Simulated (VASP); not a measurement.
Consider the following.

```
CELL_PARAMETERS angstrom
      3.31029     0.00000     0.00000
     -1.65515     2.86680     0.00000
      0.00000     0.00000     5.48319
ATOMIC_POSITIONS crystal
  Sb 0.33333 0.66667 0.25000
  Sb 0.66667 0.33333 0.75000
```

The numbers are results of PBEsol GGA, VASP's PBE PAW potentials (set 64) (plane waves; VASP), not measurements. Numerical set-up: 400 eV cut-off, 14×14×8 Γ-centred mesh, tetrahedra with Blöchl corrections, potentials Sb.

Unless said otherwise, spin-orbit coupling is left out, though it shifts the bands of the heavy elements here.

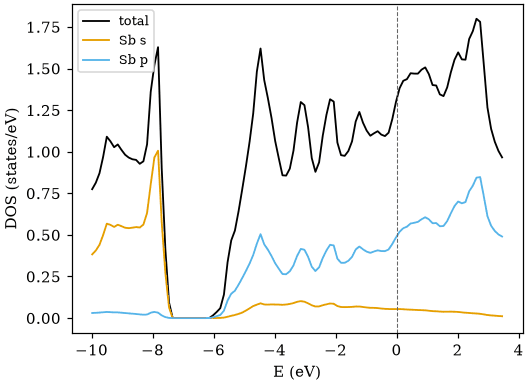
Fig. 1. Total and projected density of states, zero at the Fermi level

Within 2 eV below the Fermi level the largest weight inside VASP's projection spheres is Sb p.

It has no gap at this level: it comes out as a metal or semimetal.

The structure was generated: Sb was put into the hcp type (P6_3/mmc), which need not be its known phase. It was relaxed first, which changed the volume by -5 %.
